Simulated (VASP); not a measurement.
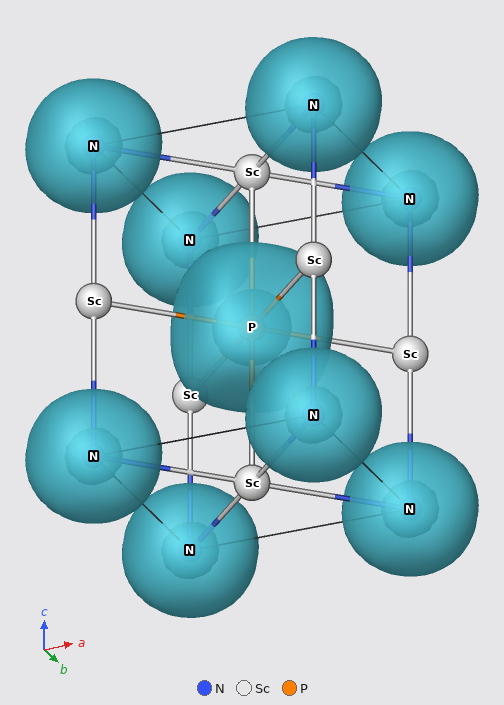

*Sc₂PN. Isosurface of the ELF at 0.7 (cyan), seen at an oblique angle. Only the valence region is drawn (cores and ρ < 0.01 e/Å³ removed). Sticks mark near contacts.*

Space group P4/mmm; a generated structure, not necessarily the stable one.

All numbers below come from Kohn-Sham DFT of a periodic cell, PBE, VASP PAW PBE potentials, recommended in VASP 6.6.1.

In a PAW calculation such maps are meaningful between the atoms, not at the nuclei.

Q: What do the ELF domains correspond to?

A: The surface consists of one region wrapped around N (its valence shell) and one region wrapped around P (its valence shell), counted in one cell of 4 atoms. Any copies at cell faces, edges or corners count once. Along the contacts the grid gives the following. Sc–P (2.47 Å): the ELF peaks at about 0.80 in the valence shell of P, 0.8 Å from its nucleus, and is about 0.40 at the midpoint. Sc–N (2.47 Å): the ELF peaks at about 0.85 in the valence shell of N, 0.7 Å from its nucleus, and is about 0.20 at the midpoint: no shared electron pair shows on this line.
